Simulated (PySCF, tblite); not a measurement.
**C₂H₃F₂O radical: geometry, infrared bands and EPR parameters**

Aim: predict the infrared bands and EPR parameters of C₂H₃F₂O radical (`OC[C](F)F`).

Programs: tblite 0.8.0 and PySCF 2.14.0, with density-fitted response routines of our own. Each step states its level of theory. These are calculated values for one molecule in the gas phase, unless marked as measured. Atoms are numbered from 0 throughout.

**1. Starting geometry**

8 atoms, charge 0, multiplicity 2; geometry from: force field or distance geometry start.

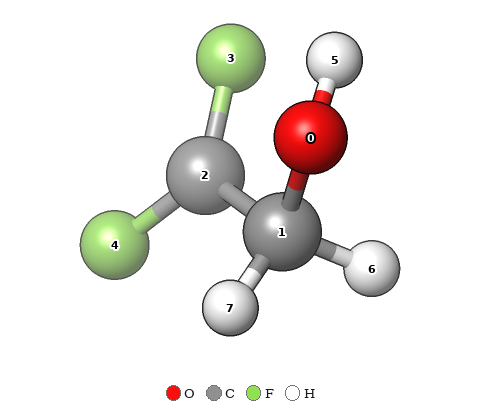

The starting geometry (oxygen red, carbon grey, fluorine green, hydrogen white), atoms numbered; sticks join atoms by distance.

**2. Optimising the geometry with GFN2-xTB**

What the job is given:

```
{"job": {"kind": "relax", "xc": "GFN2-xTB", "basis": "xTB"}, "charge": 0, "multiplicity": 2}
O     -1.382700     0.288100     0.539500
C     -0.445500    -0.071000    -0.464100
C      0.958600     0.106700     0.047400
F      1.255300    -0.205800     1.310800
F      1.919400     0.532000    -0.784700
H     -1.081300    -0.067500     1.387000
H     -0.605700    -1.119700    -0.725200
H     -0.609200     0.546600    -1.335200
```

The run is started by

```
OMP_NUM_THREADS=1 python probes_run.py task.json out
```

One launch serves the whole session: the jobs run in the order shown.

What it wrote:

```text
step      E/eV     max force
  0    -523.64049    1.438
  1    -523.68544    0.685
  2    -523.70196    0.486
  3    -523.72047    0.445
  4    -523.72835    0.345
  5    -523.73566    0.326
  6    -523.74274    0.391
  7    -523.75271    0.579
  8    -523.76314    0.523
  9    -523.78030    0.548
 10    -523.79527    0.572
 11    -523.81374    0.541
 12    -523.82954    0.543
 13    -523.83904    0.513
 14    -523.85016    0.276
 15    -523.85335    0.149
 16    -523.85452    0.077
 17    -523.85492    0.068
 18    -523.85562    0.074
 19    -523.85598    0.066
 20    -523.85628    0.045
 21    -523.85655    0.048
 22    -523.85685    0.047
 23    -523.85711    0.058
 24    -523.85732    0.048
 25    -523.85756    0.053
 26    -523.85784    0.054
 27    -523.85808    0.042
 28    -523.85823    0.037
 29    -523.85833    0.038
 30    -523.85845    0.035
 31    -523.85858    0.040
 32    -523.85869    0.030
 33    -523.85875    0.027
 34    -523.85880    0.026
 35    -523.85888    0.036
 36    -523.85899    0.042
 37    -523.85909    0.031
 38    -523.85915    0.023
 39    -523.85919    0.029
 40    -523.85923    0.032
 41    -523.85928    0.023
 42    -523.85932    0.023
 43    -523.85935    0.025
 44    -523.85939    0.028
 45    -523.85947    0.047
 46    -523.85966    0.072
 47    -523.85996    0.089
 48    -523.86035    0.077
 49    -523.86070    0.033
 50    -523.86080    0.020
 51    -523.86081    0.008
```

It took 0.16 s on 1 thread of Arm Neoverse V1, shared host.

The steps of the relaxation: (not every step is listed)

| step | energy from step 0 (eV) | largest force (eV/Å) |
| --- | --- | --- |
| 0 | 0.0000 | 1.4378 |
| 1 | -0.0449 | 0.6850 |
| 2 | -0.0615 | 0.4864 |
| 3 | -0.0800 | 0.4450 |
| 4 | -0.0879 | 0.3445 |
| 5 | -0.0952 | 0.3258 |
| 6 | -0.1023 | 0.3914 |
| 7 | -0.1122 | 0.5792 |
| 8 | -0.1227 | 0.5234 |
| 11 | -0.1733 | 0.5412 |
| 14 | -0.2097 | 0.2758 |
| 17 | -0.2144 | 0.0676 |
| 20 | -0.2158 | 0.0454 |
| 23 | -0.2166 | 0.0576 |
| 26 | -0.2174 | 0.0535 |
| 29 | -0.2178 | 0.0377 |
| 32 | -0.2182 | 0.0300 |
| 35 | -0.2184 | 0.0360 |
| 38 | -0.2187 | 0.0234 |
| 41 | -0.2188 | 0.0235 |
| 44 | -0.2189 | 0.0279 |
| 46 | -0.2192 | 0.0716 |
| 47 | -0.2195 | 0.0889 |
| 48 | -0.2199 | 0.0767 |
| 49 | -0.2202 | 0.0326 |
| 50 | -0.2203 | 0.0199 |
| 51 | -0.2203 | 0.0078 |

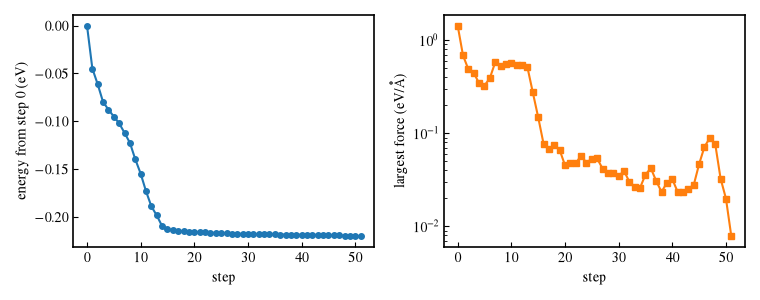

Energy and force, step by step.

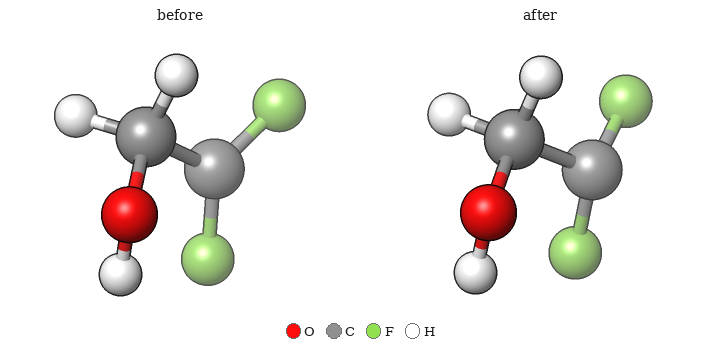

Before and after, at one scale.

Close pairs (by a distance rule), those that changed most:

| bond | before (Å) | after (Å) | change (Å) |
| --- | --- | --- | --- |
| O0–C1 | 1.419 | 1.393 | -0.026 |
| C1–H6 | 1.093 | 1.112 | +0.019 |
| C1–H7 | 1.080 | 1.094 | +0.013 |
| C2–F3 | 1.335 | 1.346 | +0.011 |
| C1–C2 | 1.505 | 1.497 | -0.008 |
| C2–F4 | 1.340 | 1.338 | -0.002 |
| O0–H5 | 0.967 | 0.966 | -0.001 |

The next job starts from the end point, and lists it.

**3. Vibrational analysis with GFN2-xTB**

What the job is given:

```
{"job": {"kind": "ir", "xc": "GFN2-xTB", "basis": "xTB"}, "charge": 0, "multiplicity": 2}
O     -1.433828     0.239878     0.527560
C     -0.437368    -0.005584    -0.414228
C      0.933670     0.352325     0.068421
F      1.308637    -0.185105     1.243754
F      1.934257     0.234350    -0.811903
H     -1.183491    -0.147289     1.376325
H     -0.442897    -1.075076    -0.717068
H     -0.669924     0.595913    -1.297425
```

What it wrote:

```text
mode    cm-1     km/mol
  1      61.5      4.87
  2     208.5      6.51
  3     340.7     95.81
  4     394.0     66.55
  5     408.8     15.52
  6     517.9      5.89
  7     849.5     26.85
  8     966.7      7.35
  9    1076.5    125.34
 10    1142.8    159.69
 11    1170.6    117.02
 12    1232.1    139.36
 13    1261.0     64.92
 14    1334.7     28.30
 15    1417.5      5.68
 16    2720.3     28.08
 17    2979.7      4.89
 18    3511.8     20.72
```

Wall time 0.1 s (1 thread of Arm Neoverse V1, shared host).

The strongest bands and the atoms that carry them (share of the mass-weighted mode):

| cm⁻¹ | km/mol | atoms |
| --- | --- | --- |
| 341 | 95.8 | H5 38 %, C2 28 % |
| 394 | 66.5 | H5 43 %, C2 22 %, F3 11 % |
| 1076 | 125.3 | O0 31 %, C1 25 %, H7 24 % |
| 1143 | 159.7 | C2 32 %, C1 21 %, F4 13 % |
| 1171 | 117.0 | C2 33 %, H6 28 %, H7 14 % |
| 1232 | 139.4 | C2 60 % |
| 1261 | 64.9 | H6 50 %, H5 20 %, C1 11 % |
| 1335 | 28.3 | H5 34 %, H7 31 %, C1 19 % |

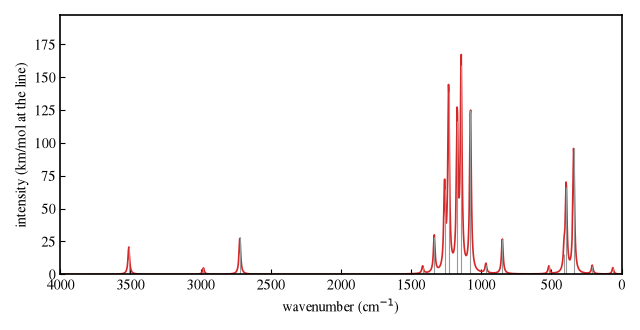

The infrared spectrum from these modes, unscaled. Lines are broadened to a width of 14 cm⁻¹ (Lorentzian).

**4. g tensor and hyperfine couplings: B3LYP/pcH-1**

The job, as its differences from that of step 3:

```diff
@@ -1,2 +1,2 @@
-{"job": {"kind": "ir", "xc": "GFN2-xTB", "basis": "xTB"}, "charge": 0, "multiplicity": 2}
+{"job": {"kind": "epr", "basis": "pcH-1"}, "charge": 0, "multiplicity": 2}
 O     -1.433828     0.239878     0.527560
```

Level: UKS B3LYP, pcH-1 on C F H O, non-relativistic, mean-field spin-orbit, GIAO.

What it wrote:

```text
UKS, coarse grid
  cycle   1  E = -352.73263342  |g| = 6.46e-01
  cycle   2  E = -352.51206587  |g| = 1.06e+00
  cycle   3  E = -352.86875521  |g| = 5.18e-02
  cycle   4  E = -352.86952959  |g| = 3.18e-02
  cycle   5  E = -352.86990134  |g| = 1.01e-02
  cycle   6  E = -352.86993492  |g| = 3.28e-03
  cycle   7  E = -352.86993904  |g| = 1.18e-03
  cycle   8  E = -352.86994090  |g| = 4.16e-04
UKS, final grid
  cycle   1  E = -352.86998478  |g| = 6.10e-04
  cycle   2  E = -352.86998460  |g| = 1.01e-03
  cycle   3  E = -352.86998489  |g| = 3.78e-05
  cycle   4  E = -352.86998489  |g| = 1.34e-05
E = -352.86998489 Eh   <S^2> = 0.7524 (exact 0.7500)
g shifts (ppm)      1          2          3
  rmc          -240       -240       -240
  gc             14         25         27
  oz_so        -208       2361       2647
  total        -434       2146       2434
hyperfine (MHz)  atom isotope    a_iso     a_fc   dipolar eigenvalues
    0   17O      -3.65      -3.65     -1.17      0.11      1.06
    1   13C      20.07      20.07     -6.57     -4.97     11.53
    2   13C     393.96     393.96    -80.20    -79.78    159.98
    3   19F     257.79     257.79   -223.91   -199.82    423.73
    4   19F     220.87     220.87   -224.26   -198.80    423.06
    5    1H      -0.79      -0.79     -4.14     -2.92      7.06
    6    1H     102.98     102.98     -5.91     -1.66      7.57
    7    1H      17.11      17.11     -7.28     -5.36     12.64
```

Wall time 15 s (1 thread of Arm Neoverse V1, shared host); peak memory 0.63 GiB.

Principal g values 2.00188, 2.00447, 2.00475; g(iso) = 2.00370, against 2.00232 for a free electron.

Hyperfine couplings; where a row names several nuclei, a(iso) is their mean (it holds for fast rotation or exchange) and the dipolar term the largest among them:

| nuclei | isotope | a(iso) (MHz) | a(iso) (G, at g = 2.0023) | largest dipolar term (MHz) |
| --- | --- | --- | --- | --- |
| C2 | 13C | 394.0 | 140.6 | 160.0 |
| F3, F4 | 19F | 239.3 | 85.4 | 423.7 |
| H6, H7 | 1H | 60.0 | 21.4 | 12.6 |
| C1 | 13C | 20.1 | 7.2 | 11.5 |
| O0 | 17O | -3.7 | -1.3 | -1.2 |
| H5 | 1H | -0.8 | -0.3 | 7.1 |

Mulliken spin populations:

| atom | value (e) |
| --- | --- |
| O0 | 0.00 |
| C1 | -0.03 |
| C2 | 0.84 |
| F3 | 0.06 |
| F4 | 0.06 |
| H5 | 0.00 |
| H6 | 0.07 |
| H7 | 0.00 |

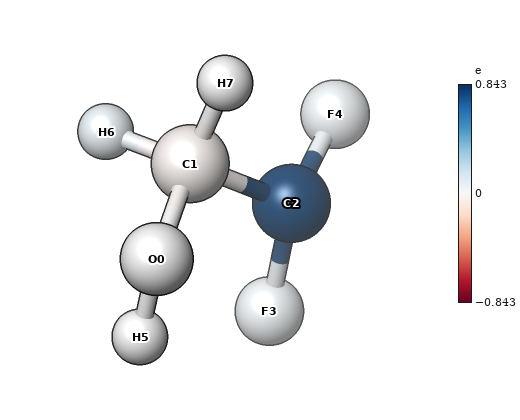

Mulliken spin populations, as colours on the atoms.

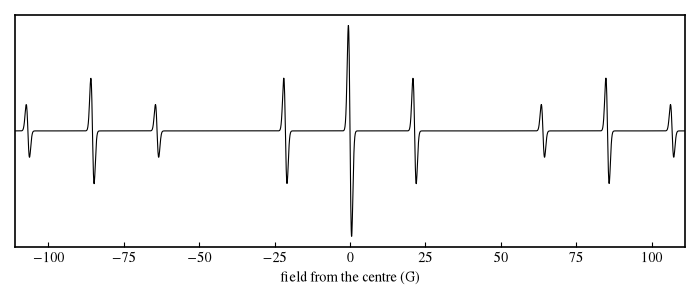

First-order isotropic spectrum (first derivative, main isotopes with spin only, couplings over 0.8 MHz, Gaussian width 0.5 G; couplings of the frozen geometry, rotation of groups not averaged beyond the rows shown).

Orbitals, density, ELF and potential are computed afterwards from the orbital file.

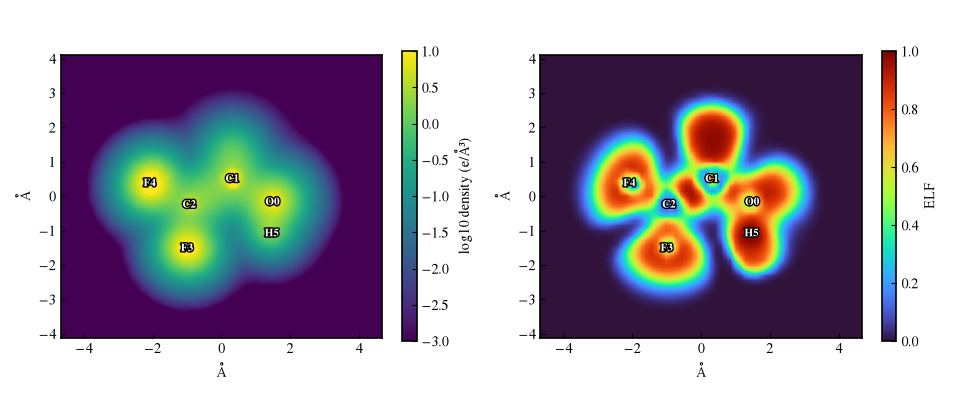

Density (left) and ELF (right) in a plane through or near 6 of the atoms.

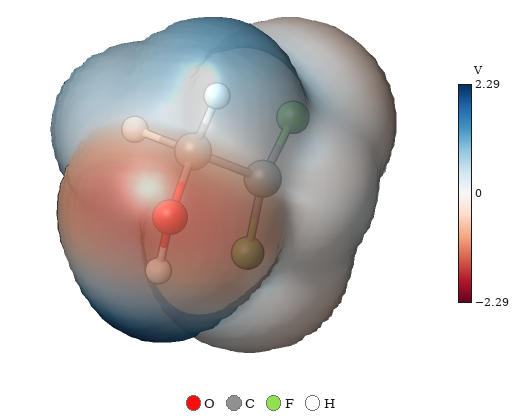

The potential that a unit positive charge feels on the 0.002 e/bohr³ surface, from -1.31 V near O0 to 2.29 V near H5.

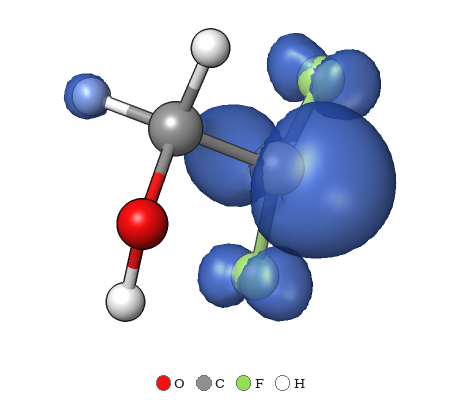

Spin density at ±0.06 e/Å³ (alpha excess blue, beta excess red).

**5. Summary of results**

```
                                 quantity                  value
strongest single infrared mode (GFN2-xTB)  1143 cm⁻¹, 160 km/mol
             zero-point energy (GFN2-xTB)          30.9 kcal/mol
                           g(iso) (B3LYP)                2.00370
                                     ⟨S²⟩     0.752 (exact 0.75)
       largest a(iso) (averaged by class)   13C on C2, 394.0 MHz
    surface potential, least and greatest     -1.31 V and 2.29 V
```

What this shows: Relaxing lowered the energy by 0.220 eV in 51 steps; the close pair that moved most is O0–C1, from 1.419 to 1.393 Å. All 18 modes are real, so the xTB geometry is a minimum. The strongest single mode, at 1143 cm⁻¹, is spread over many atoms; the largest shares are those of C2, C1. Unscaled tight-binding wavenumbers are off by several per cent, some by more. Its intensities can rank the bands wrongly. Most of the unpaired spin sits on C2 (0.84 e). The isotropic g lies 1.4 ppt above the free-electron value.
